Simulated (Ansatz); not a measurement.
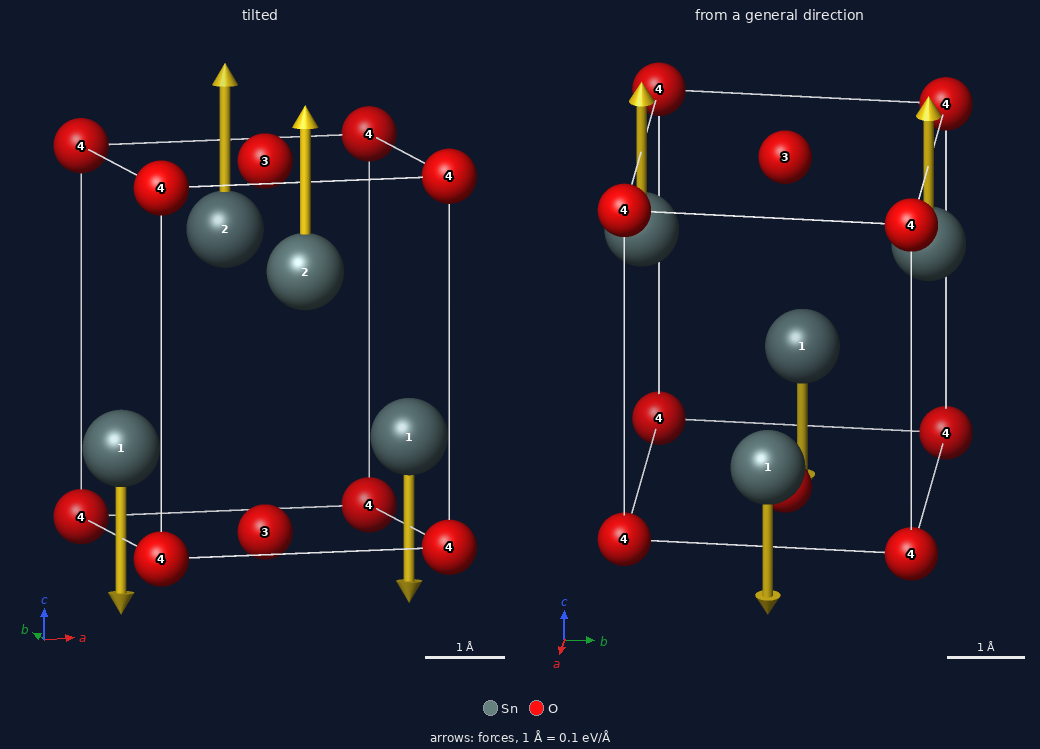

View slightly off an axis and from a general direction, drawn as a spheres-only model. One simulation cell is framed, with atoms on its boundary repeated. The arrows are the computed forces on the atoms.

System: SnO. Computational set-up: DFT, HSE06, plane waves, PAW in Ansatz, an energy cutoff of 420 eV, a 4×4×4 k-point grid, Fermi-Dirac smearing of 0.02 eV, no spin polarisation.

Are the atoms in equilibrium?

Answer. No. The atoms still feel forces of up to about 0.17 eV/Å, above a usual threshold of 0.01 to 0.03 eV/Å.

Name the atom under the greatest force.

Answer. Sn1 and Sn2, about 0.17 eV/Å.

It goes back to a structure listed in the Materials Project. Earlier steps of the study may have refined or changed the cell and positions. Ansatz was used for an electronic-structure calculation on it.
